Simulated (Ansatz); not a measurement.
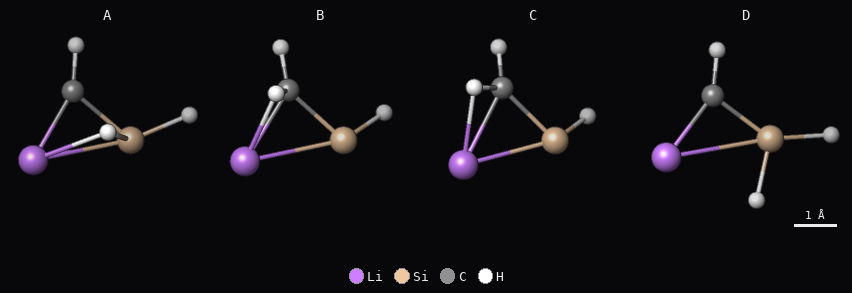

4 geometries from a converged minimum-energy path of CH₃LiSi, shuffled. Style: ball-and-stick. Shown at a tilt.

All numbers below come from RKS PBE/def2-SVP in Ansatz 0.2.0. Settings: 7 movable images; climbing image; force threshold 0.05 eV/Å; iteration limit 60; starting path through a guess of the saddle point.

> Which frame is the top of the path?

A. In order along the path, whose images run from 0 to 8: C (image 0, 0.0 kcal/mol), B (image 1, +4.6 kcal/mol), A (image 4, +45.5 kcal/mol), D (image 8, +14.7 kcal/mol). Forming: H–Si (2.59 → 1.53 Å).

The run took 94 s on 1 thread of Intel(R) Xeon(R) Platinum 8488C (Sapphire Rapids), with other jobs on the host, peak memory 0.11 GiB.
